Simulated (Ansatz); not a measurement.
## Electronic structure of C₃H₂F₄O in real space

Input file:

```
crystal:
  periodic: [false, false, false]
  atoms:
    - {symbol: F, position_ang: [-1.621314, -1.623906, 0.217291]}
    - {symbol: C, position_ang: [-0.348992, -1.169986, 0.262209]}
    - {symbol: F, position_ang: [0.195318, -1.576894, 1.432063]}
    - {symbol: C, position_ang: [-0.353787, 0.329840, 0.239425]}
    - {symbol: O, position_ang: [-0.501558, 0.929316, -1.083460]}
    - {symbol: C, position_ang: [0.680275, 1.074058, -0.443841]}
    - {symbol: F, position_ang: [1.735562, 0.482876, -0.996529]}
    - {symbol: F, position_ang: [1.021365, 2.301601, -0.079007]}
    - {symbol: H, position_ang: [0.209635, -1.608083, -0.568949]}
    - {symbol: H, position_ang: [-0.933402, 0.809979, 1.023698]}
basis:
  gaussian: {orbitals: def2-TZVPP}
hamiltonian: {xc: pbe0, dispersion: d4}
output: {orbitals: {seedname: orbitals}}
```

Command:

```sh
ansatz run in.yaml --threads 4 --pin off --events-out ev --progress --plain --max-ram 11315MiB
```

Geometry: PBE0-D4/def2-TZVP.

Method: RKS PBE0-D4/def2-TZVPP (Ansatz 0.2.0).

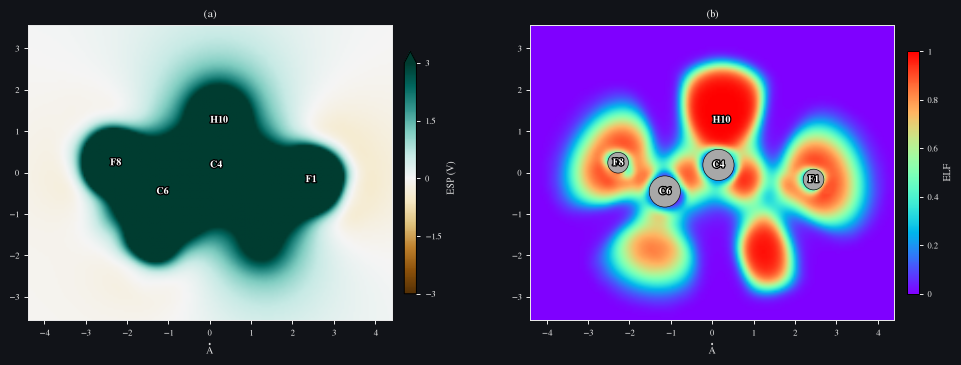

Figure 1. (a) electrostatic potential; (b) electron localisation function on the plane of atoms C4, C6 and F8. Grey discs cover the atomic cores in the ELF map.

**Interpret the plot.**

- Atoms in the plane: F, C and H.
- C–F (1.33 Å): the ELF peaks at about 0.85 between the atoms, as expected for a polar covalent bond.
- C–C (1.45 Å): the ELF peaks at about 0.90 between the atoms; a covalent bond.
- C–H (1.09 Å): the ELF climbs to about 1 towards the hydrogen, as it does in any bond to H (a covalent bond by its length).
- The ELF also peaks beside F7, F1 and F8, away from the bonds: lone-pair regions.
- Outside the dense part of the molecule the potential is most negative (−0.4 V) near F1.

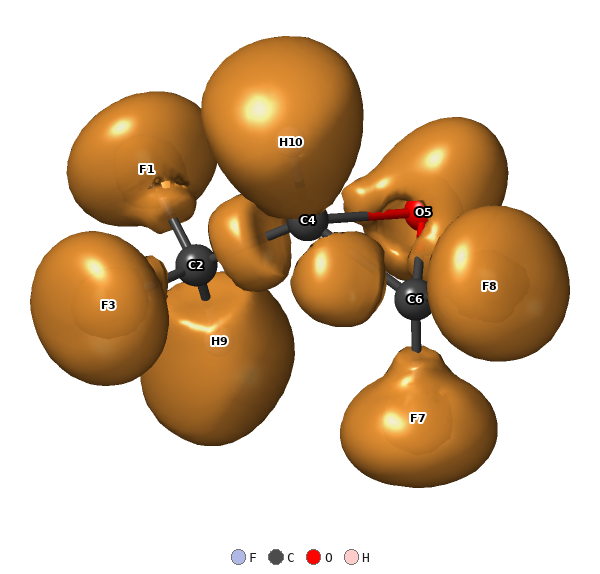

Figure 2. Isosurface of the ELF at 0.75 (orange), seen at a tilt. Only the valence region is drawn (cores and ρ < 0.01 e/Å³ removed).

**Identify the bonds, lone pairs and shells in this picture.**

At this value the surface marks out two regions between bonded C–C atoms (shared pairs), two regions around hydrogen nuclei, four regions on F in which the atom's valence shell and bonds are merged and one region on O in which the atom's valence shell and bonds are merged.


 C–O (1.35 Å): the ELF peaks at about 0.80 between the atoms, as expected for a polar covalent bond.

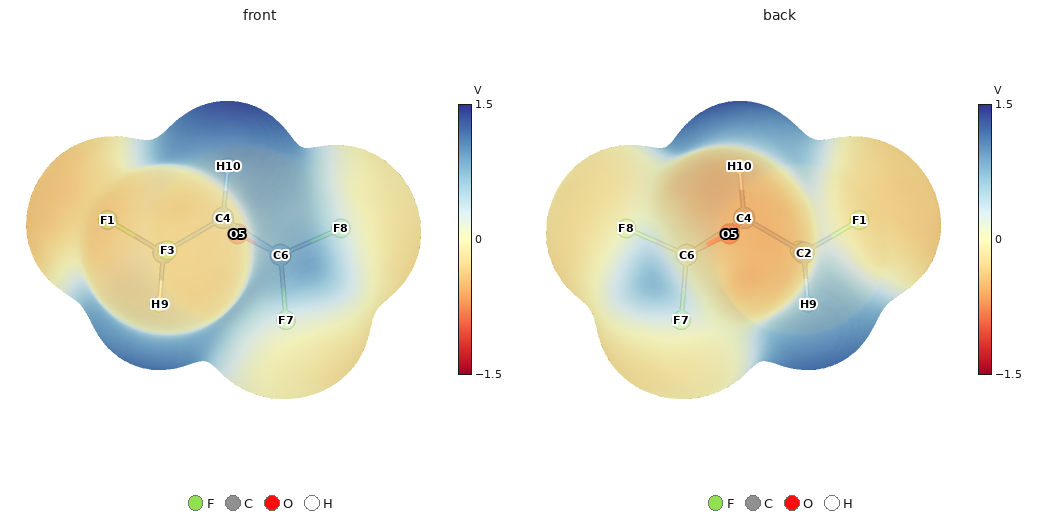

Figure 3. The molecular electrostatic potential painted on the density surface at 0.001 e/bohr³, seen from the front and from behind; red is negative and blue positive.

**Where is the surface potential most negative and most positive?**

The most negative region (about −0.6 V) lies over O5, the most positive (about +1.4 V) over H10.
